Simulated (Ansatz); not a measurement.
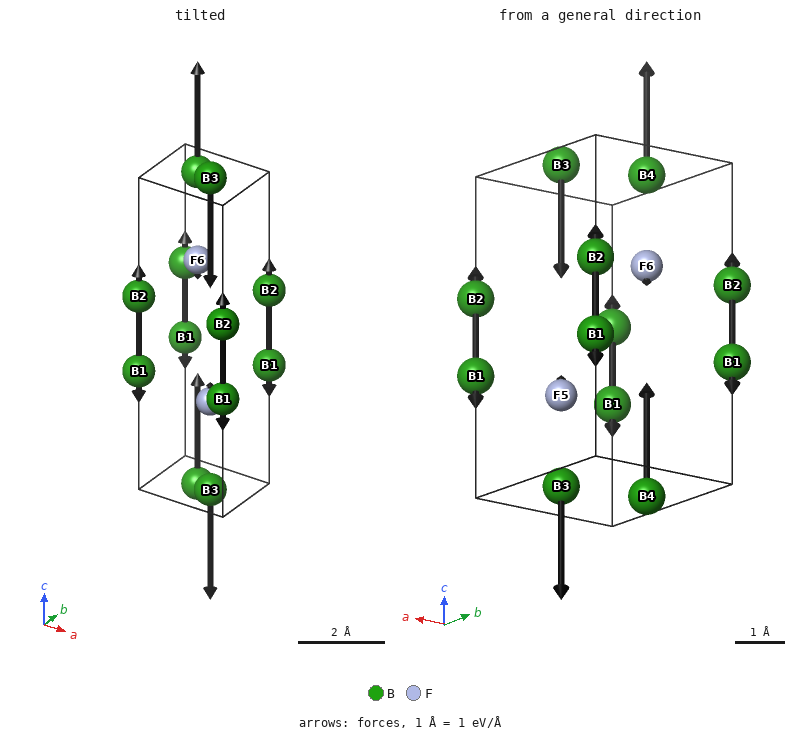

View slightly off an axis and from a general direction, drawn as a spheres-only model. The simulation cell is outlined; an atom on or near a face, edge or corner is repeated at each equivalent position. The arrows are the computed forces on the atoms.

System: B$_{2}$F. The calculation used Ansatz, DFT, PAW plane waves, PBE, with an energy cutoff of 420 eV, k-grid 9×9×4, Methfessel-Paxton smearing of 0.29 eV, no spin polarisation.

Question: Judging by the arrows, is the geometry relaxed?

Answer: No. The atoms still feel forces of up to about 2.3 eV/Å, far above a usual threshold of 0.01 to 0.03 eV/Å.

The picture shows a generated cell, made by putting these elements into a known structure type (the compound may or may not exist in this form); the geometry isn't optimised. It went into a calculation with Ansatz.
